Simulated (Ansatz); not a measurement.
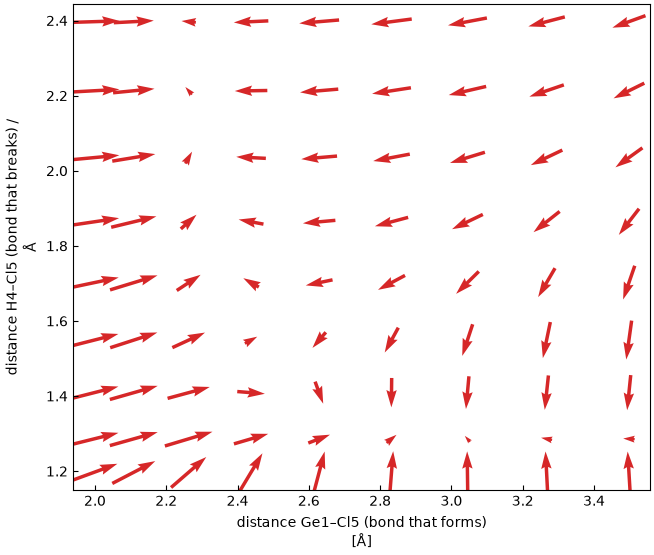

The reacting system Cl3GeH. 
- The first coordinate is: distance Ge1–Cl5 (bond that forms); the second: distance H4–Cl5 (bond that breaks).
- Relaxed at each point: all other coordinates.
- The scan uses a 9 × 9 grid.
- Points are written as (first, second).
- The reference is spin-restricted, so regions where a bond is pulled apart into radicals lie too high.
- Computed with RKS r2SCAN0-D4/def2-SVP in Ansatz.

In the figure: arrows along the force (downhill), their lengths compressed.

### The arrows alone are given. Where is the energy lowest?

The arrows converge at about (2.971 Å, 1.289 Å) (read from the interpolated surface).

The energy map of the same scan:

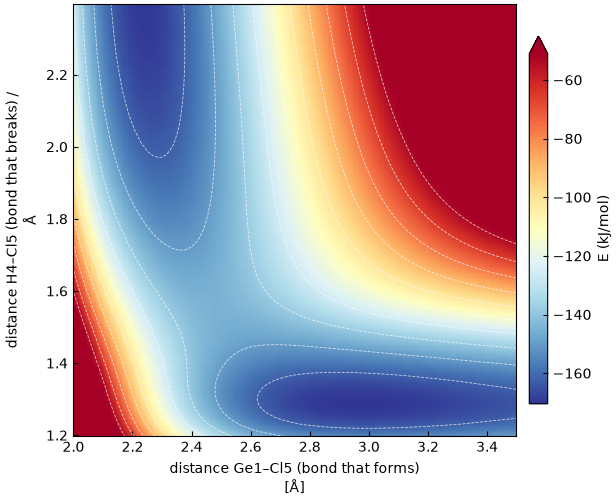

Energies are in kJ/mol, from a guessed transition structure relaxed with its forming and breaking bonds held; between grid points the surface is interpolated.
